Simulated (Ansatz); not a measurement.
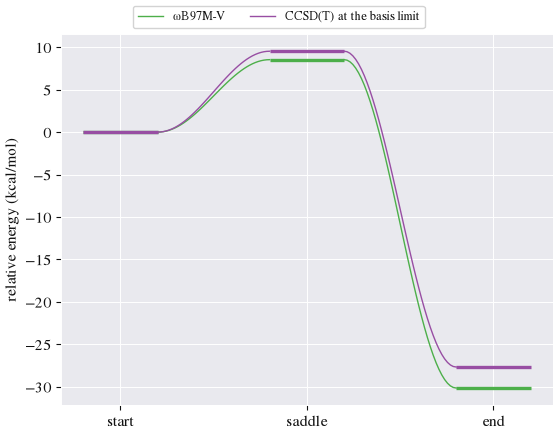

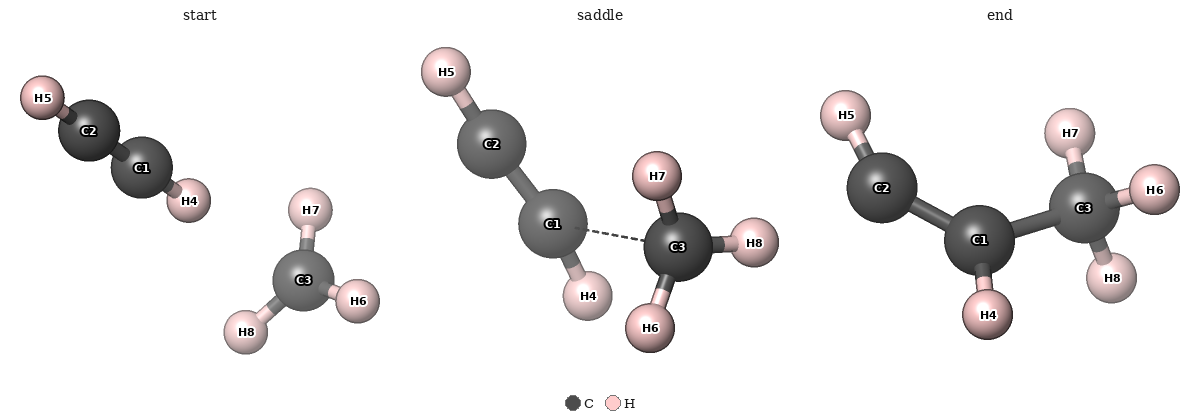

One elementary step of C₃H₅, doublet: start, first-order saddle point (changing pairs dashed) and end. Electronic energies at PBE0-D4/def2-TZVP geometries, energies in def2-TZVPP, the Ansatz code 0.2.0; cores frozen in correlated methods, no zero-point terms. Start and end are the structures at the ends of the path (complexes, where there are several molecules). The limit is the MP2 basis limit plus CCSD(T) less MP2 in triple zeta. Lines between the levels only guide the eye.

Q: Which bonds change in the step?

A: C1–C3 (3.67 → 2.32 → 1.50 Å) forms (lengths at start, saddle and end; changes of bond order aren't listed). The imaginary mode at the saddle is 460.9i cm⁻¹ (PBE0-D4).

Q: What are the heights of saddle and end over the start, in kcal/mol?

A:
```csv
level,barrier,reverse barrier,step energy
ωB97M-V,8.5,38.7,−30.2
CCSD(T) at the basis limit,9.5,37.2,−27.7
```

Caveats, for all or some of the runs: spin-contaminated reference.
